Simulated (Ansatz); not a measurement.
## Electronic structure of CH$_{6}$AlN···H$_{2}$ in real space

```xyz
11

Al    0.0798    0.2076    0.1877
C     0.1109    0.0769    2.1509
H    -0.8557   -0.2342    2.5878
H     0.8882   -0.6238    2.5060
H     0.3488    1.0597    2.6039
N     1.5997    0.1327   -0.7380
H     2.5330   -0.0071   -0.3606
H     1.6466    0.2001   -1.7508
H    -1.2411    0.4412   -0.6550
H    -0.5555   -2.4378    0.6511
H    -0.4280   -1.9590    1.1727
```

Not at a stationary point (largest force 1.8 eV/Å).

The calculation used RKS B3LYP-D4/def2-SVP (Ansatz).

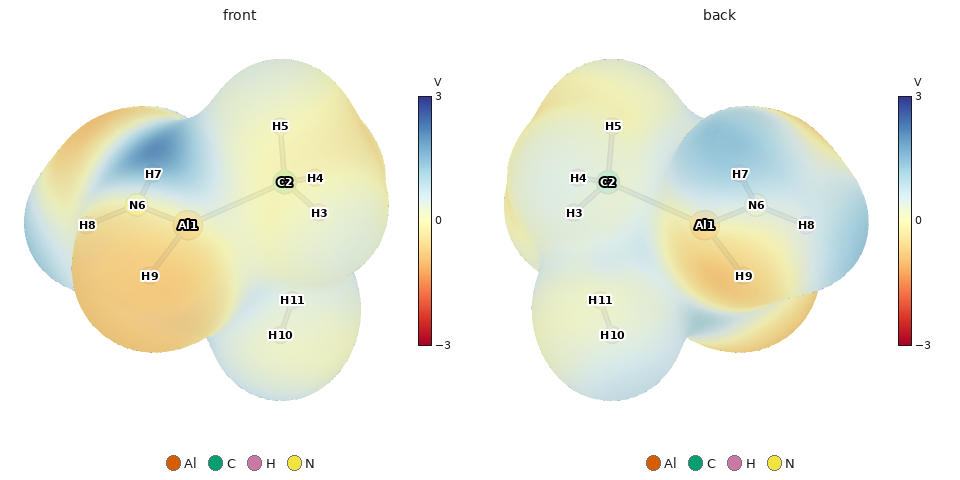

Figure 1. The electrostatic potential painted on the density surface at 0.002 e/bohr³, seen from the front and from behind; the colour scale runs from red (negative) to blue (positive).

**Describe the electrostatic potential map.**

The most negative region (about −0.8 V, or −18 kcal/mol for a unit charge) lies over N6 and H9, the most positive (about +2.0 V, or +46 kcal/mol for a unit charge) over Al1.

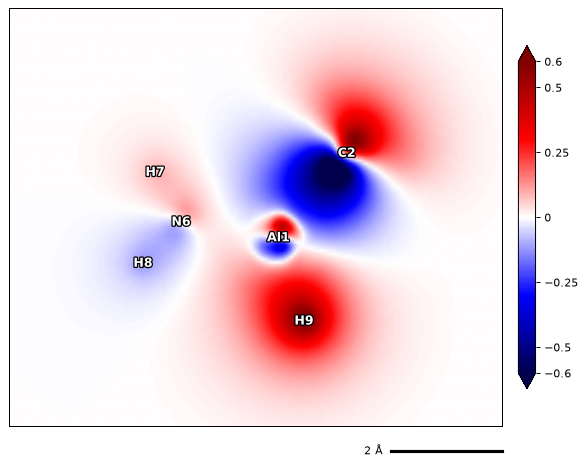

Figure 2. The HOMO−1 on the plane of atoms C2, Al1 and N6 (values in Å⁻³ᐟ²; the overall sign is arbitrary).

**What is the character of this orbital?**

It lies mainly on C2 (about 35 %), Al1 (about 25 %) and H9 (about 25 %). Its energy is −7.57 eV.

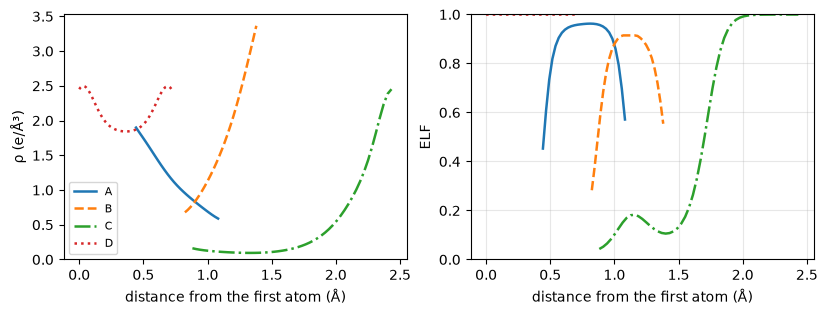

Figure 3. Electron density and electron localisation function along straight lines between neighbouring atoms. The curves leave out the atomic cores.

**Which curve belongs to which contact (Al–H, Al–N, C–Al and H–H)? The first atom named is at distance zero.**

Curve A: C–Al (1.97 Å): ρ is about 0.71 e/Å³ halfway; the ELF peaks at about 0.95 between the atoms; a shared but strongly polarised pair. Curve B: Al–N (1.78 Å): ρ is about 0.81 e/Å³ halfway; the ELF peaks at about 0.90 between the atoms (a polar covalent bond). Curve C: Al1···H11 (2.43 Å): the density falls to about 0.09 e/Å³ on the way; the ELF climbs to about 1 towards the hydrogen. Curve D: H–H (0.72 Å): the density is about 1.8 e/Å³ at the midpoint; the ELF is about 1 at the midpoint; a covalent bond by its length.
